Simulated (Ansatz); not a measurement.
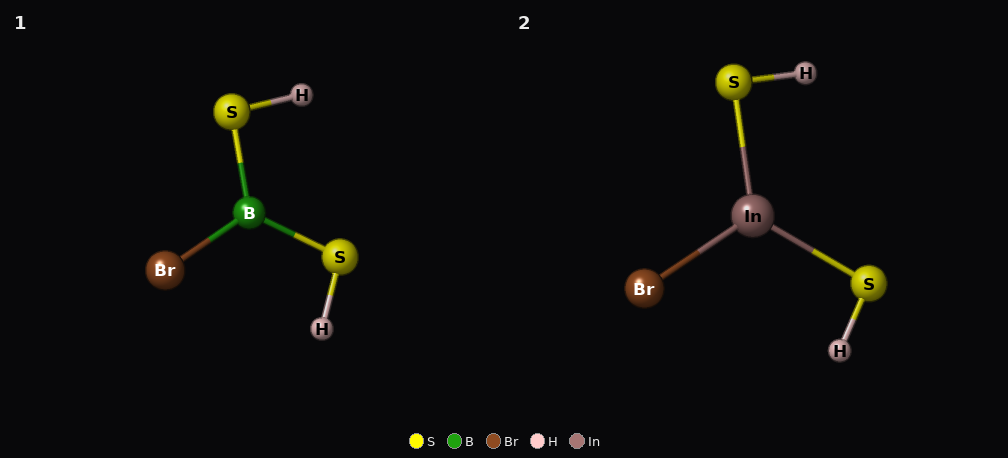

2 molecules with one skeleton, seen from the same side and at one scale. Charge 0, singlet. Computed geometries: PBE0-D4/def2-TZVP optimisations, one conformation each. Properties computed with Ansatz 0.2.0. Elements past Kr carry core potentials.

One atom differs, called X below: B in panel 1, In in panel 2. Their formulas are BBrH2S2 (`SB(S)Br`), BrH2InS2 (`[SH][In]([SH])[Br]`).

In which is the length of X–Br larger (PBE0-D4/def2-TZVP)?

In panel 2 (X = In).

In which is the mean length of X–S larger (PBE0-D4/def2-TZVP)?

In panel 2 (X = In).

Give the values. With PBE0-D4/def2-TZVP: length of X–Br (Å), mean length of X–S (Å), smallest angle S–X–Br (°), largest angle S–X–Br (°), harmonic zero-point energy (kJ/mol). With PBE0-D4/def2-QZVPP: HOMO energy (Kohn–Sham orbital) (eV), HOMO–LUMO gap (eV). With PBE-D4/def2-TZVPP: dipole moment (D).

```json
{"quantity": "length of X–Br (Å)", "1 (B)": "1.920", "2 (In)": "2.459", "2 − 1": "+0.539"}
{"quantity": "mean length of X–S (Å)", "1 (B)": "1.791", "2 (In)": "2.366", "2 − 1": "+0.575"}
{"quantity": "smallest angle S–X–Br (°)", "1 (B)": "116.3", "2 (In)": "117.5", "2 − 1": "+1.2"}
{"quantity": "largest angle S–X–Br (°)", "1 (B)": "122.1", "2 (In)": "118.2", "2 − 1": "−3.9"}
{"quantity": "HOMO energy (Kohn–Sham orbital) (eV)", "1 (B)": "−7.82", "2 (In)": "−7.86", "2 − 1": "−0.04"}
{"quantity": "HOMO–LUMO gap (eV)", "1 (B)": "6.60", "2 (In)": "5.67", "2 − 1": "−0.93"}
{"quantity": "dipole moment (D)", "1 (B)": "1.13", "2 (In)": "1.40", "2 − 1": "+0.27"}
{"quantity": "harmonic zero-point energy (kJ/mol)", "1 (B)": "64.9", "2 (In)": "50.5", "2 − 1": "−14.4"}
```
